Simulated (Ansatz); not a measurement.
Band structure of Cr₃Fe (Fm-3m, 4 atoms in the cell).

```
Cr3Fe
1.0
    0.00000     2.85276     2.85276
    2.85276     0.00000     2.85276
    2.85276     2.85276     0.00000
Cr Fe
3 1
Direct
  0.75000   0.75000   0.75000
  0.25000   0.25000   0.25000
  0.50000   0.50000   0.50000
  0.00000   0.00000   0.00000
```
Moments meant for the start (each program seeds them in its own way; μB, in the order of the atoms Cr Cr Cr Fe): 3.0 3.0 0.0 4.0.

Method: LDA (PW92), PAW files made with PBE (plane waves; Ansatz, an electronic-structure program).

Settings: basis.ecutwfc = 420 eV; kpoints.mp_grid.grid = 8 8 8; hamiltonian.xc = lda; hamiltonian.pseudopotentials = {kind: paw} (the program's default PAW files); magnetization.spin_polarized = true; scf.occupations.method = gaussian; scf.occupations.width = 0.136 eV; kpoints.band_path.npoints = 8.

The starting cell comes from a database of computed structures (which also holds hypothetical and non-ambient phases and stackings), without a prior relaxation at this level. The magnetic order is the one reached from the typed start; others were not searched systematically.

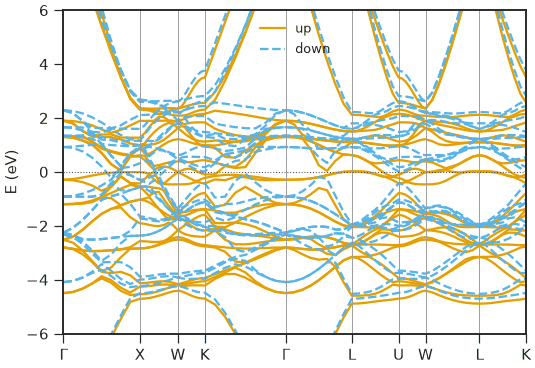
*Bands along the path, energies from the Fermi level.*

Levels in eV from the Fermi level, bands 27 to 34 of the first spin channel:
```json
[
 {"point": "Γ", "27": "-1.20", "28": "-1.20", "29": "-0.29", "30": "-0.29", "31": "1.30", "32": "1.30", "33": "1.33", "34": "1.33"},
 {"point": "X", "27": "-0.55", "28": "-0.55", "29": "-0.43", "30": "-0.01", "31": "0.57", "32": "0.61", "33": "0.89", "34": "0.89"},
 {"point": "W", "27": "-1.54", "28": "-1.51", "29": "-0.46", "30": "-0.01", "31": "-0.01", "32": "0.39", "33": "1.21", "34": "1.63"},
 {"point": "K", "27": "-1.38", "28": "-0.79", "29": "-0.43", "30": "-0.22", "31": "-0.10", "32": "0.43", "33": "0.94", "34": "0.99"},
 {"point": "L", "27": "-2.04", "28": "-2.03", "29": "0.02", "30": "0.02", "31": "0.62", "32": "0.62", "33": "1.10", "34": "1.10"},
 {"point": "U", "27": "-1.38", "28": "-0.79", "29": "-0.43", "30": "-0.22", "31": "-0.10", "32": "0.43", "33": "0.94", "34": "0.99"}
]
```

Bands cross the Fermi level along this path, so the cell is metallic at this level.

The net moment of the cell came out as 1.87 μB.

Keys are those of Ansatz 0.2.
